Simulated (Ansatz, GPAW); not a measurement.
# Ca3SnS (model structure): optical spectrum from first principles, part 3 of 3

Aim: the dielectric function of Ca3SnS (model structure), and the optical constants that follow from it. The cell was made here by substitution or stacking, whether or not such a phase is known. It was built so: All O replaced by S and Pb replaced by Sn in the Pm-3m structure of Ca3PbO. The cell is first relaxed with Ansatz.

GPAW 26.7.0; DFT, revPBE, plane-wave PAW (GPAW data sets), scalar-relativistic, RPA, optical limit.

So far. Step 3 (Ground state): The gap, 0.09 eV, is so small that the occupations stay smeared, and the carriers that the smearing makes get a Drude term.

### 5. Dielectric function, RPA

Transitions between filled and empty bands, summed over the zone, give the optical response, so mesh, band count and broadening shape it.

The induced potential is part of this response.

This step: DFT, revPBE, plane-wave PAW (GPAW data sets), scalar-relativistic, RPA, optical limit (GPAW 26.7.0).

df.py

```python
from gpaw.response.df import DielectricFunction

df = DielectricFunction('full.gpw', frequencies={'type': 'nonlinear', 'domega0': 0.03, 'omega2': 8},
                        ecut=50,
                        eta=0.2,
                        nbands=75,
                        rate=0.1,
                        txt='df.txt')
for direction in ['x']:
    df.get_dielectric_function(xc='RPA', direction=direction, filename=f'df_{direction}.csv')
```

Started as:

```sh
$ OMP_NUM_THREADS=1 python df.py
```

Numbers of over 12 decimals in the logs are rounded to 6 here.

The log of the run:

```text
Using integrator: PointIntegrator
NonLinearFrequencyDescriptor(from 0.000 to 62.602 eV, 493 points)
Nonperiodic BCs:  [False False False]
Using integrator: PointIntegrator
NonLinearFrequencyDescriptor(from 0.000 to 62.602 eV, 493 points)
Nonperiodic BCs:  [False False False]
Using integrator: PointIntegrator

Calculating chi0 body with:
    Ground state adapter containing:
    Number of spins: 1
    Number of kpoints: 216
    Number of irreducible kpoints: 20
    Number of completely occupied states: 22
    Number of partially occupied states: 31

    Linear response parametrization:
    q_c: [0.0, 0.0, 0.0]
    Number of frequency points: 493
    Planewave cutoff: 50.0
    Number of bands: 75
    Number of planewaves: 123
    Broadening (eta): 0.2

Integrating chi0 body.

Symmetries of q_c:
    Direct symmetries (Uq -> q): 48
    Indirect symmetries (TUq -> q): 0
In total 48 allowed symmetries.

20 groups of equivalent kpoints. 90.740741% reduction.

Integral kind: spectral function

Calculating chi0 optical extensions with:
    Ground state adapter containing:
    Number of spins: 1
    Number of kpoints: 216
    Number of irreducible kpoints: 20
    Number of completely occupied states: 22
    Number of partially occupied states: 31

    Linear response parametrization:
    Number of frequency points: 493
    Planewave cutoff: 50.0
    Number of bands: 75
    Number of planewaves: 123
    Broadening (eta): 0.2
Integrating chi0 head and wings.

Symmetries of q_c:
    Direct symmetries (Uq -> q): 48
    Indirect symmetries (TUq -> q): 0
In total 48 allowed symmetries.

20 groups of equivalent kpoints. 90.740741% reduction.

Integral kind: spectral function wings

Calculating drude chi0 with:
    Number of frequency points:493
    Plasma frequency decay rate: 0.1 eV

    Ground state adapter containing:
    Number of spins: 1
    Number of kpoints: 216
    Number of irreducible kpoints: 20
    Number of completely occupied states: 22
    Number of partially occupied states: 31

Symmetries of q_c:
    Direct symmetries (Uq -> q): 48
    Indirect symmetries (TUq -> q): 0
In total 48 allowed symmetries.

20 groups of equivalent kpoints. 90.740741% reduction.

Integral kind: intraband
Plasma frequency:
[[0.17+0.j 0.  +0.j 0.  +0.j]
 [0.  +0.j 0.17+0.j 0.  +0.j]
 [0.  +0.j 0.  +0.j 0.17+0.j]]
```

It took 30 s on 1 thread of Arm Neoverse V2, shared host; peak memory 0.63 GiB.

Read-outs, printed or worked out from the files:

| Property | Result |
| --- | --- |
| centre of weight of the strongest loss peak in the window | 12.16 eV |

Some rows of df_x.csv (energy; Re and Im without local fields; Re and Im with them):

```text
0.000000, 81.344559, 0.000000, 77.048563, 0.000000
0.460735, 16.128331, 17.783815, 13.068724, 16.770873
0.943989, 11.323394, 16.349215, 8.791309, 14.488930
1.451455, 10.833662, 13.614640, 8.411482, 10.612419
1.984998, 4.887049, 15.732259, 4.685447, 12.128450
2.546682, 1.065574, 13.507975, 2.115494, 9.266424
3.138794, -4.857880, 9.212803, -0.796337, 9.959966
3.763875, -2.523745, 4.564463, -1.522290, 5.587441
4.424758, -0.694935, 3.129923, -0.918111, 3.950416
5.124608, -0.716409, 3.394161, -1.354957, 3.865225
5.866977, -0.305677, 2.568279, -0.724180, 2.252392
6.655862, -0.080794, 2.484627, 0.024801, 2.005107
7.495775, 0.084739, 2.774315, 0.460801, 2.253683
8.391833, -0.405345, 1.891348, -0.270780, 1.901622
9.349861, -0.523416, 1.108577, -0.505731, 1.096216
10.376517, -0.113143, 0.906419, -0.072951, 0.828101
11.479449, -0.114419, 0.526676, -0.156697, 0.622526
12.667487, 0.409553, 0.388452, 0.264150, 0.297193
13.950874, 0.494488, 0.456640, 0.462681, 0.305065
15.341572, 0.511222, 0.339208, 0.594298, 0.228316
16.853625, 0.615693, 0.151969, 0.688262, 0.256334
```

Sum at mesh points, not converged in k. The Im ε, E ∥ x by photon energy; read off at these points:

| photon energy (eV) | Im ε, E ∥ x |
| --- | --- |
| 1.0 | 13.8 |
| 1.8 | 12.5 |
| 2.0 | 12.1 |
| 3.0 | 10.2 |
| 4.0 | 5.13 |
| 5.0 | 4.11 |
| 6.0 | 2.14 |
| 7.0 | 1.96 |
| 8.0 | 2.13 |
| 9.0 | 1.49 |
| 10.0 | 0.876 |
| 11.0 | 0.788 |
| 12.0 | 0.362 |
| 13.0 | 0.310 |
| 14.0 | 0.307 |
| 15.0 | 0.239 |
| 16.0 | 0.256 |
| 17.0 | 0.237 |

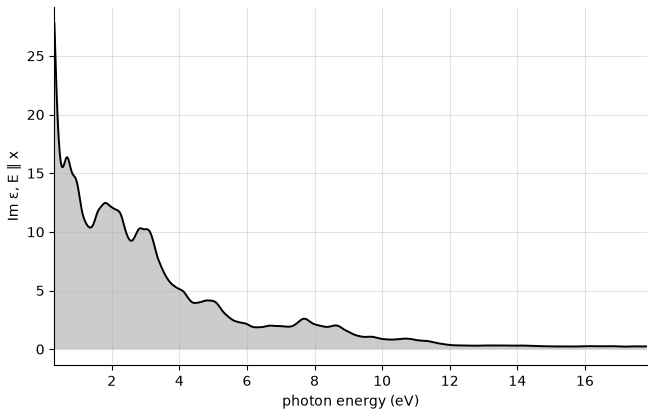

Im ε, E ∥ x against photon energy.

Values under 1 per cm are given as 1; sum at mesh points, not converged in k. Absorption coefficient, E ∥ x against photon energy:

| photon energy (eV) | absorption coefficient, E ∥ x (1/cm) |
| --- | --- |
| 1.01 | 2.0e5 |
| 1.99 | 4.1e5 |
| 3.02 | 6.8e5 |
| 3.98 | 7.3e5 |
| 4.98 | 8.1e5 |
| 6.02 | 7.3e5 |
| 6.99 | 6.9e5 |
| 8.03 | 9.1e5 |
| 9.02 | 9.9e5 |
| 10.03 | 7.8e5 |
| 11.03 | 7.6e5 |
| 12.02 | 4.9e5 |
| 13.00 | 3.2e5 |
| 14.04 | 3.1e5 |
| 14.96 | 2.4e5 |
| 16.03 | 2.5e5 |
| 16.96 | 2.5e5 |

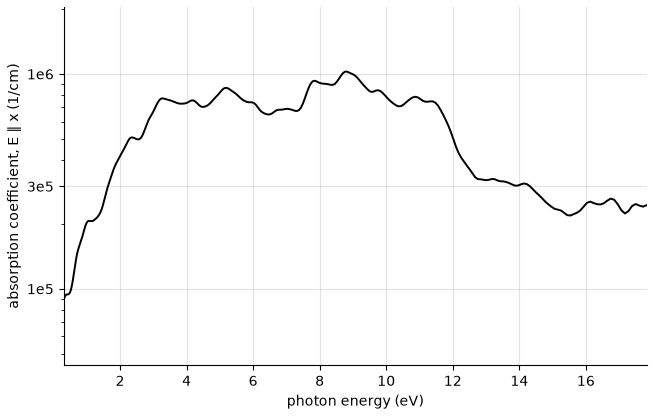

Absorption coefficient, E ∥ x, plotted against photon energy.

The Im ε, E ∥ x has structure finer than the step of the table below, so its rows give means over 1 eV, whole bins alone (the curve runs from 0.305 to 17.8 eV). Peaks (eV: height): without local fields 1.8: 16.3; with local fields 1.8: 12.5.

Sum at mesh points, not converged in k. The Im ε, E ∥ x by photon energy; means over each step:

| photon energy (eV) | without local fields | with local fields |
| --- | --- | --- |
| 1 | 15.3 | 13.3 |
| 2 | 15.2 | 11.6 |
| 3 | 10.6 | 9.33 |
| 4 | 4.00 | 5.11 |
| 5 | 3.35 | 3.74 |
| 6 | 2.55 | 2.13 |
| 7 | 2.43 | 1.98 |
| 8 | 2.25 | 2.20 |
| 9 | 1.50 | 1.52 |
| 10 | 0.958 | 0.920 |
| 11 | 0.760 | 0.790 |
| 12 | 0.393 | 0.398 |
| 13 | 0.440 | 0.310 |
| 14 | 0.453 | 0.304 |
| 15 | 0.377 | 0.244 |
| 16 | 0.299 | 0.245 |
| 17 | 0.155 | 0.243 |

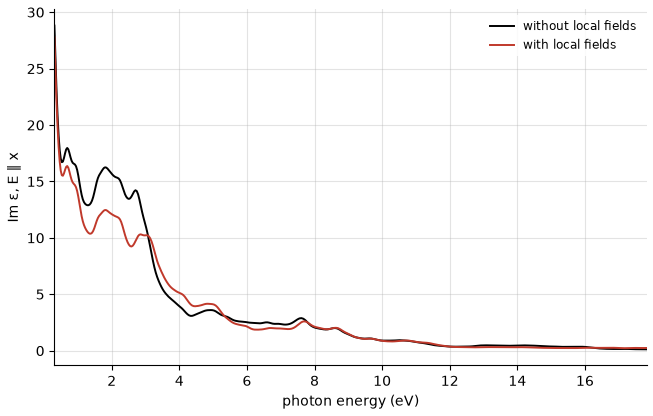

Im ε, E ∥ x against photon energy.

The reflectivity at normal incidence, E ∥ x has structure finer than the step of the table below, so its rows give means over 1 eV, whole bins alone (the curve runs from 0.305 to 17.8 eV). Peaks (eV: height): 3.3: 45.1, 5.3: 38.3, 9.1: 32.7, 11.6: 26.1.

Sum at mesh points, not converged in k. Table of reflectivity at normal incidence, E ∥ x by photon energy; means over each step:

| photon energy (eV) | reflectivity at normal incidence, E ∥ x (%) |
| --- | --- |
| 1 | 41.2 |
| 2 | 40.0 |
| 3 | 41.3 |
| 4 | 38.4 |
| 5 | 34.8 |
| 6 | 28.3 |
| 7 | 18.3 |
| 8 | 23.3 |
| 9 | 29.7 |
| 10 | 24.1 |
| 11 | 21.6 |
| 12 | 20.6 |
| 13 | 7.57 |
| 14 | 4.44 |
| 15 | 2.71 |
| 16 | 1.52 |
| 17 | 1.21 |

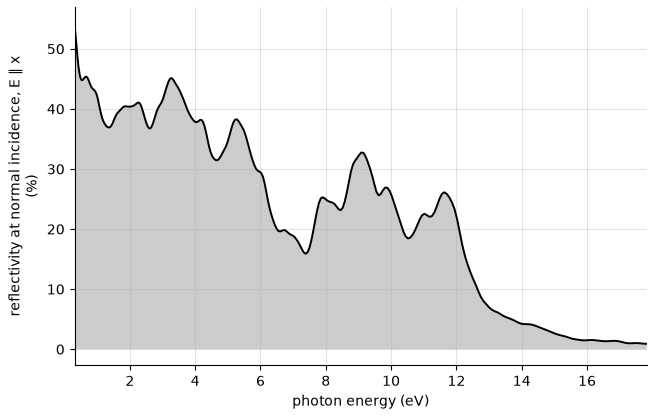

Reflectivity at normal incidence, E ∥ x, plotted against photon energy.

The loss function −Im 1/ε at q → 0, E ∥ x has structure finer than the step of the table below, so its rows give means over 2 eV, whole bins alone (the curve runs from 0.305 to 17.8 eV). Peaks (eV: height): 12.1: 2.86.

Sum at mesh points, not converged in k. Loss function −Im 1/ε at q → 0, E ∥ x against energy loss; means over each step:

| energy loss (eV) | loss function −Im 1/ε at q → 0, E ∥ x |
| --- | --- |
| 2 | 0.0764 |
| 4 | 0.181 |
| 6 | 0.409 |
| 8 | 0.472 |
| 10 | 0.968 |
| 12 | 1.96 |
| 14 | 1.02 |
| 16 | 0.507 |

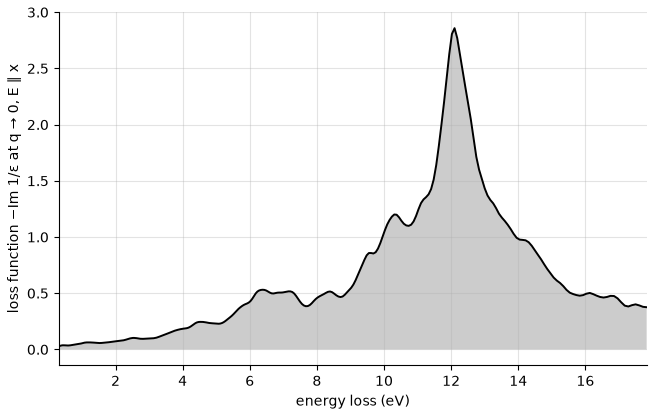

Loss function −Im 1/ε at q → 0, E ∥ x, plotted against energy loss.

Optical constants at common wavelengths, from n + ik = √ε:

| wavelength (nm) | n | k | R (%) | 1/α |
| --- | --- | --- | --- | --- |
| 1550 | 3.82 | 2.001 | 43.9 | 62 nm |
| 1064 | 3.22 | 1.752 | 38.3 | 48 nm |
| 633 | 3.00 | 2.032 | 40.4 | 25 nm |
| 532 | 2.55 | 2.141 | 40.7 | 20 nm |
| 405 | 2.26 | 2.256 | 42.5 | 14 nm |
| 248 | 1.27 | 1.618 | 34.6 | 12 nm |
| 193 | 0.94 | 0.997 | 20.9 | 15 nm |

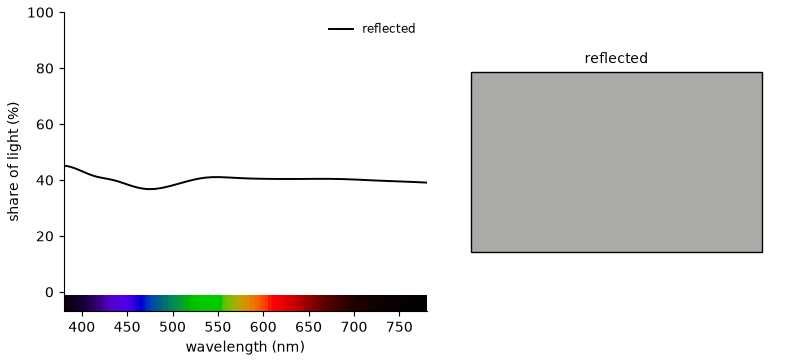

Light reflected across the visible range, with the colour that it makes of daylight (sRGB).

In reflection the computed colour is grey: x = 0.317, y = 0.335, luminous reflectivity 40 %.

### 6. What came out

| Item | Value |
| --- | --- |
| centre of weight of the strongest loss peak in the window, first axis | 12.2 eV |

In words: At this level (revPBE, RPA) Ca3SnS is a semimetal or has a tiny gap, with few carriers whose number hangs on mesh and smearing,. The mesh is too coarse to trust the carriers' weight, the reflectivity or the colour to better than tens of per cent. The cell grew by 20.5 % in volume. In reflection the computed colour is grey: x = 0.317, y = 0.335, luminous reflectivity 40 %. The carriers' damping of 0.1 eV is typed, not computed; it shapes the response at the lowest energies. Spin-orbit coupling is left out although heavy atoms are present. The curves end at 18 eV, about where the summed bands run out. The cell grew by 20 % in the relaxation, which can come from the guessed start or, where layers or molecules are weakly bound, from the missing dispersion term; a larger cell lowers ε. The gap is so small that the smearing puts carriers across it; at a true gap they would be absent, and excitons are missing too. GPAW's carrier term has the form −ωp²/(ω + i·rate)², which damps like twice the rate and fails at low energy, so the curves leave the lowest energies out. The sum runs over mesh points 0.20 Å⁻¹ apart with no interpolation, so peaks are partly noise of the mesh, and the Drude plasma energy, a sum over the Fermi surface, isn't converged.

[Machine, clock and banner lines and Python warnings are left out of the logs.]

[Logs are printed without paths, hosts, clocks, repeated set-up lines and the standing remarks that a program may print on its own settings, such as how far it seeks lower states.]

[Hosts, paths, dates, database ids (printed as entryN), source tags and the programs' standing remarks are cut or masked in the printed files.]
